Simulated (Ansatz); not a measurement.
Consider Sn2Se.

```
Sn Se
1.0
     4.26451    0.00000    0.00000
     0.00000    4.26451    0.00000
     0.00000    0.00000    9.27911
Sn Se
4 2
Cartesian
  2.1323 0.0000 6.2100
  0.0000 2.1323 3.0691
  2.1323 0.0000 0.2481
  0.0000 2.1323 9.0310
  2.1323 0.0000 3.3432
  0.0000 2.1323 5.9359
```

Space group P4/nmm; a structure generated by program, which may or may not match a known phase.

Method: DFT PBE, scalar-relativistic, plane waves, PAW (Ansatz 0.2.0).

Question: Predict the valence pseudo-density and electron localisation function between the atoms.

Answer: Sn–Se (2.87 Å): ρ at the midpoint is about 0.3 e/Å³; the ELF is about 0.50 at the midpoint.
Bader's partition of the density gives Sn +0.08 to +0.75 and Se −0.82 e.

Question: How much charge does the calculation move between the atoms?

Answer: Electrons move from Sn towards Se. Bader charges: Sn +0.08 to +0.75 and Se −0.82 e.

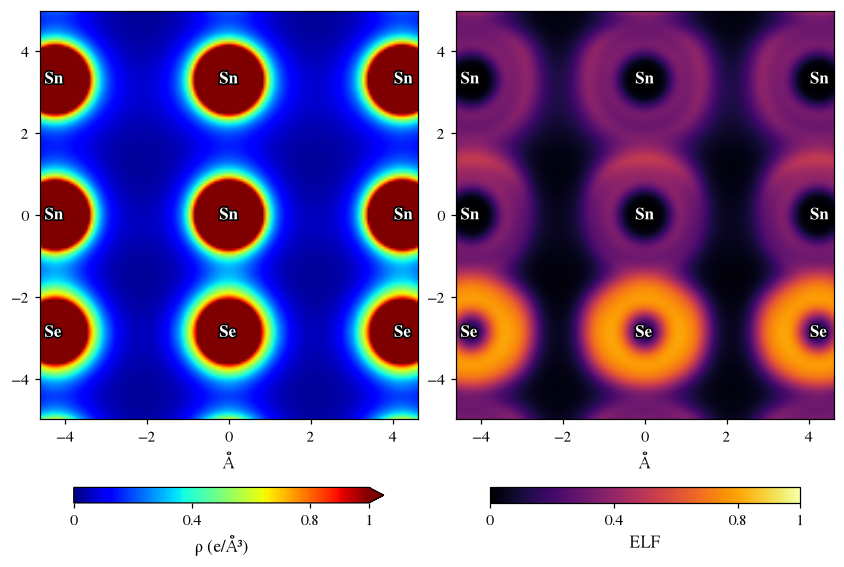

Computed valence pseudo-density and electron localisation function on the (100) plane of the conventional cell, in this order. 

In a PAW calculation such maps are meaningful between the atoms, not at the nuclei.
